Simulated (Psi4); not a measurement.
# HNO2 (nitrous acid), step by step

Wanted: a structure relaxation (r2SCAN-D4/6-31G*), then the harmonic vibrations, then the energy (MP2/cc-pVTZ) of HNO2 (nitrous acid). 

The calculation is run with Psi4 1.11.

## 1. The system as given

The species is HNO2 (4 atoms), meant as a singlet with charge 0. As SMILES, `O=NO`. All atoms were displaced at random from a relaxed shape. The run starts from this shape.

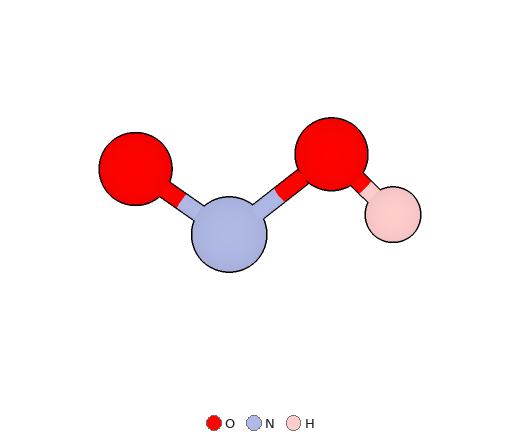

The structure, seen from a chosen angle (oxygen red, nitrogen light blue, hydrogen pink).

## 2. A geometry optimisation at r2SCAN-D4/6-31G(d) (density fitting, Cartesian functions) (run 1)

The input, job.in:

```
memory 1600 MB

molecule m {
  O
  N 1 1.207518
  O 2 1.434158 1 107.72228
  H 3 0.907339 2 96.75532 1 -176.55494
  symmetry c1
}

set globals {
  basis 6-31G*
  reference rks
  geom_maxiter 60
}

energy_value, wavefunction = optimize("r2scan-d4", return_wfn=True)
```

On the command line:

```
$ psi4 -i job.in -o job.out -n 1
```

job.out:

```text
[...]
  Running in c1 symmetry.
[...]
  Nuclear repulsion =   69.300254925208321
[...]
  Multiplicity = 1
[...]
  Nalpha       = 12
  Nbeta        = 12
[...]
    Number of basis functions: 47
[...]
   @DF-RKS iter   1:  -205.47766391898173   -2.77428e-01   1.21543e-02 DIIS/ADIIS
[...]
   @DF-RKS iter   7:  -205.59983754596379   -9.69180e-12   8.45683e-09 DIIS
[...]
    Orbital Energies [Eh]
    ---------------------
    Doubly Occupied:
       1A    -19.057766     2A    -19.040295     3A    -14.360488
       4A     -1.186266     5A     -1.015426     6A     -0.650006
       7A     -0.526799     8A     -0.469303     9A     -0.466021
      10A     -0.378716    11A     -0.313209    12A     -0.244589
[...]
  @DF-RKS Final Energy:  -205.59983754596379
   => Energetics <=
    Nuclear Repulsion Energy =             69.1331289747801634
    One-Electron Energy =                -418.3659773655455751
    Two-Electron Energy =                 167.8238611140916134
    DFT Exchange-Correlation Energy =     -24.1905720240820266
    Empirical Dispersion Energy =          -0.0002782452079622
    VV10 Nonlocal Energy =                  0.0000000000000000
    Total Energy =                       -205.5998375459637941
[...]
 Multipole Moments:
 ------------------------------------------------------------------------------------
     Multipole            Electronic (a.u.)      Nuclear  (a.u.)        Total (a.u.)
 ------------------------------------------------------------------------------------
 L = 1.  Multiply by 2.5417464519 to convert [e a0] to [Debye]
 Dipole X            :         -0.0000860            0.0003124            0.0002264
 Dipole Y            :          0.6500076           -0.6767893           -0.0267817
 Dipole Z            :         -0.7193236            1.5588803            0.8395567
 Magnitude           :                                                    0.8399838
[...]
  -Total Gradient:
     Atom            X                  Y                   Z
    ------   -----------------  -----------------  -----------------
       1        0.000006980097    -0.000314428830    -0.000396814318
       2       -0.000007929167    -0.000295286538    -0.000481607656
       3       -0.000007106134    -0.000077516473    -0.000306580558
       4        0.000007889294    -0.000136078099    -0.000468618739
[...]
    Final optimized geometry and variables:
    Molecular point group: c1
    Full point group: C1
    Geometry (in Angstrom), charge = 0, multiplicity = 1:
    O
    N             1    1.178371
    O             2    1.442984      1  110.338161
    H             3    0.975808      2  101.598704      1  179.979583
    Psi4 run time: 0:00:24.34
[...]
```

Standard output:

```text
Optimizer: Optimization complete!
```

Wall time 25 s (1 thread of Intel Xeon Platinum 8488C (Sapphire Rapids), shared host); peak memory 0.52 GiB.

Steps, from the record of the run:

| step | energy from the first frame kept (eV) | largest force (eV/Å) |
| --- | --- | --- |
| 0 | 0.0000 | 4.3581 |
| 1 | -0.1641 | 1.3355 |
| 2 | -0.1940 | 0.8332 |
| 3 | -0.1110 | 1.3560 |
| 4 | -0.1799 | 0.3568 |
| 5 | -0.2133 | 0.1121 |
| 6 | -0.2136 | 0.0581 |
| 7 | -0.2136 | 0.0312 |
| 8 | -0.2136 | 0.0291 |

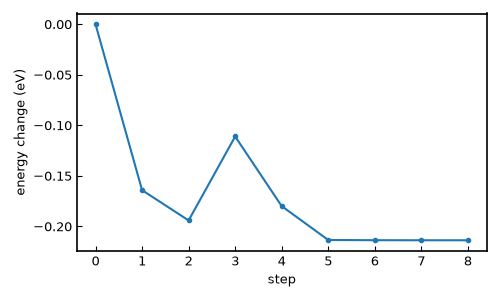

Energy along the run.

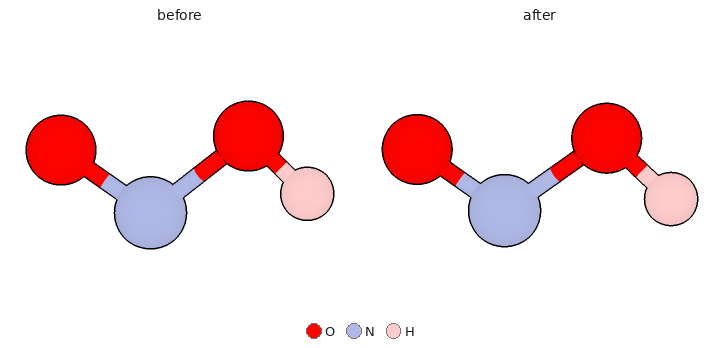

Before and after, at one scale.

After the run. Bond lengths: O1–N2 1.178 Å, N2–O3 1.443 Å, O3–H4 0.976 Å. Angles: O1–N2–O3 110.3°, N2–O3–H4 101.6°.

## 3. The harmonic vibrations at r2SCAN-D4/6-31G(d) (density fitting, Cartesian functions) (run 2)

The input, hno2.inp:

```
memory 1.6 GB

molecule molecule1 {
  O      0.385482     0.065176     1.460369
  N      0.333208    -0.456811     0.405212
  O     -0.321595     0.405235    -0.548891
  H     -0.294764    -0.140674    -1.357263
}

set {
  basis                      6-31G*
  t                          298.15
  rotational_symmetry_number 1
}

E, wfn = frequency('r2scan-d4', return_wfn=True)
print_variables()
```

On the command line:

```
$ psi4 -n 1 hno2.inp hno2.out
```

hno2.out, shortened:

```text
[...]
  Running in c1 symmetry.
[...]
  Nuclear repulsion =   69.133120254866313
[...]
  Multiplicity = 1
[...]
  Nalpha       = 12
  Nbeta        = 12
[...]
    Number of basis functions: 47
[...]
   @DF-RKS iter   1:  -205.49384036212874   -2.83598e-01   1.16221e-02 ADIIS/DIIS
[...]
   @DF-RKS iter  11:  -205.59983467541366   -7.10543e-13   1.78002e-09 DIIS
[...]
  @DF-RKS Final Energy:  -205.59983467541366
   => Energetics <=
    Nuclear Repulsion Energy =             69.1220562688355216
    One-Electron Energy =                -418.3470150139179395
    Two-Electron Energy =                 167.8149628673727420
    DFT Exchange-Correlation Energy =     -24.1895605399437699
    Empirical Dispersion Energy =          -0.0002782577602155
    VV10 Nonlocal Energy =                  0.0000000000000000
    Total Energy =                       -205.5998346754136605
[...]
 Multipole Moments:
 ------------------------------------------------------------------------------------
     Multipole            Electronic (a.u.)      Nuclear  (a.u.)        Total (a.u.)
 ------------------------------------------------------------------------------------
[...]
  -Total Gradient:
     Atom            X                  Y                   Z
    ------   -----------------  -----------------  -----------------
       1       -0.000086521962     0.000375056333     0.000222770111
       2       -0.000169095428     0.000588676254     0.000455912146
       3       -0.000022149142     0.001155152451     0.001927036241
       4       -0.000034166473    -0.000728138332    -0.001434135191
[...]
  ==> Harmonic Vibrational Analysis <==
[...]
  Freq [cm^-1]                 604.5696            613.5065            840.8752
[...]
  IR activ [km/mol]            102.5257            109.7841            119.2878
[...]
  Freq [cm^-1]                1311.5191           1792.6828           3695.3022
[...]
  IR activ [km/mol]            181.8542            143.3707            51.5102
[...]
  Total E_0, Enthalpy at 0 [K]                                                         -205.57965650 [Eh]
[...]
  Total H, Enthalpy at  298.15 [K]                                                     -205.57549012 [Eh]
[...]
  Total G, Gibbs energy at  298.15 [K]                                                 -205.60368074 [Eh]
[...]
```

On the terminal:

```text
Warning: used thermodynamics relations inappropriate for low-frequency modes: ['604.5696' '613.5065']
```

Run time: 56 s. Hardware: 1 thread of Intel Xeon Platinum 8488C (Sapphire Rapids), shared host; peak memory 0.51 GiB.

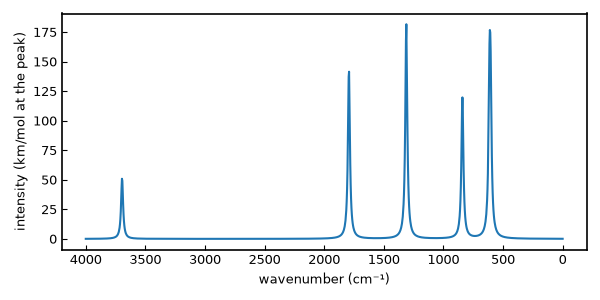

Harmonic infrared spectrum, unscaled, lines broadened by 10 cm⁻¹.

## 4. A single-point energy at MP2/cc-pVTZ (density fitting, density fitting for correlation) (run 3)

The input, job.in:

```
memory 1.6 GB

molecule geom {
  0 1
  O      0.385482     0.065176     1.460369
  N      0.333208    -0.456811     0.405212
  O     -0.321595     0.405235    -0.548891
  H     -0.294764    -0.140674    -1.357263
  symmetry c1
}

set globals {
  freeze_core true
}

e_tot, wfn = energy("mp2/cc-pVTZ", return_wfn=True)
```

On the command line:

```
$ psi4 -i job.in -o job.out -n 1
```

job.out:

```text
[...]
  Running in c1 symmetry.
[...]
  Nuclear repulsion =   69.133120254866313
[...]
  Multiplicity = 1
[...]
  Nalpha       = 12
  Nbeta        = 12
[...]
    Number of basis functions: 104
[...]
   @DF-RHF iter   1:  -204.61781435567443   -7.94217e-01   4.85423e-03 ADIIS/DIIS
[...]
   @DF-RHF iter  13:  -204.71725088478141   -1.50919e-11   5.48149e-09 DIIS
[...]
    Orbital Energies [Eh]
    ---------------------
    Doubly Occupied:
       1A    -20.662988     2A    -20.633660     3A    -15.796128
       4A     -1.596779     5A     -1.391758     6A     -0.944747
       7A     -0.776133     8A     -0.724550     9A     -0.675531
      10A     -0.621136    11A     -0.524019    12A     -0.458342
[...]
  @DF-RHF Final Energy:  -204.71725088478141
   => Energetics <=
    Nuclear Repulsion Energy =             69.1331202548663128
    One-Electron Energy =                -418.0892026145743330
    Two-Electron Energy =                 144.2388314749266272
    Total Energy =                       -204.7172508847814072
[...]
 Multipole Moments:
 ------------------------------------------------------------------------------------
     Multipole            Electronic (a.u.)      Nuclear  (a.u.)        Total (a.u.)
 ------------------------------------------------------------------------------------
 L = 1.  Multiply by 2.5417464519 to convert [e a0] to [Debye]
 Dipole X            :          0.3867731           -0.3852849            0.0014882
 Dipole Y            :         -0.3143959           -0.1480907           -0.4624866
 Dipole Z            :          0.8866687           -1.6485685           -0.7618998
 Magnitude           :                                                    0.8912841
[...]
```

Run time: 1.6 s. Hardware: 1 thread of Intel Xeon Platinum 8488C (Sapphire Rapids), shared host; peak memory 0.23 GiB.

## 5. Outcome

```
                                                                          quantity             value
                                  run 1, r2SCAN-D4/6-31G*: total energy at the end     -205.59984 Eh
                                            run 1, r2SCAN-D4/6-31G*: dipole moment            2.14 D
                                              run 1, r2SCAN-D4/6-31G*: HOMO energy          -6.66 eV
                                              run 1, r2SCAN-D4/6-31G*: LUMO energy          -3.19 eV
                                            run 1, r2SCAN-D4/6-31G*: HOMO–LUMO gap           3.46 eV
                                        run 1, r2SCAN-D4/6-31G*: dispersion energy      -0.73 kJ/mol
                               run 2, r2SCAN-D4/6-31G*: lowest harmonic wavenumber          605 cm⁻¹
                              run 2, r2SCAN-D4/6-31G*: highest harmonic wavenumber         3695 cm⁻¹
                                        run 2, r2SCAN-D4/6-31G*: zero-point energy       53.0 kJ/mol
run 2, r2SCAN-D4/6-31G*: ideal-gas entropy at 298.15 K (symmetry number 1 as used)  59.3 cal/(mol K)
                                                  run 3, MP2/cc-pVTZ: total energy     -205.40260 Eh
                           run 3, MP2/cc-pVTZ: HOMO energy (Hartree–Fock orbitals)         -12.47 eV
                           run 3, MP2/cc-pVTZ: LUMO energy (Hartree–Fock orbitals)           2.52 eV
                         run 3, MP2/cc-pVTZ: HOMO–LUMO gap (Hartree–Fock orbitals)          14.99 eV
                   run 3, MP2/cc-pVTZ: correlation energy (3 core orbitals frozen)        -685.4 mEh
```

In words: The optimisation (run 1, r2SCAN-D4/6-31G*) took 9 steps and changed the energy by -0.214 eV. All 6 modes (run 2, r2SCAN-D4/6-31G*) are real, so the shape is a minimum at this level.
